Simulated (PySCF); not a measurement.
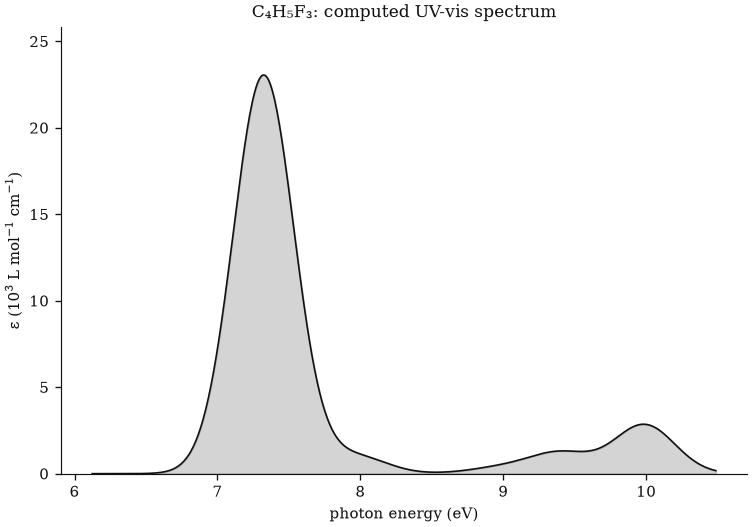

Computed absorption of C₄H₅F₃, SMILES C/C=C\C(F)(F)F. Vertical TDDFT excitations, ωB97X-D/def2-SVPD with PySCF, at a GFN2-xTB geometry (no frequency check), gas phase. The lowest 8 singlet states are shown; each is broadened by a Gaussian of 1/e half-width 0.30 eV.

### Where is the maximum of the broadened curve, and how high is it?

At about 7.3 eV (169 nm), with ε near 23000 L mol⁻¹ cm⁻¹.

### Which of the computed transitions is the brightest, and what character does the calculation give it?

S1 at 7.32 eV (169 nm), f = 0.427, mainly HOMO → LUMO (97 %).

### List the transitions behind the spectrum.

```tsv
state	E (eV)	λ (nm)	f	main character
S1	7.32	169	0.427	HOMO → LUMO (97 %)
S2	7.93	156	0.011	HOMO → LUMO+1 (48 %)
S3	8.01	155	0.008	HOMO−1 → LUMO (54 %)
S4	8.83	140	0.002	HOMO−2 → LUMO (89 %)
S5	9.03	137	0.006	HOMO → LUMO+2 (71 %)
S6	9.40	132	0.022	HOMO → LUMO+3 (76 %)
S7	9.80	126	0.000	HOMO−4 → LUMO (73 %)
S8	9.99	124	0.052	HOMO → LUMO+7 (47 %)
```

Note: the tight-binding geometry is rougher than a DFT one and adds to the error; core orbitals are frozen in the response.
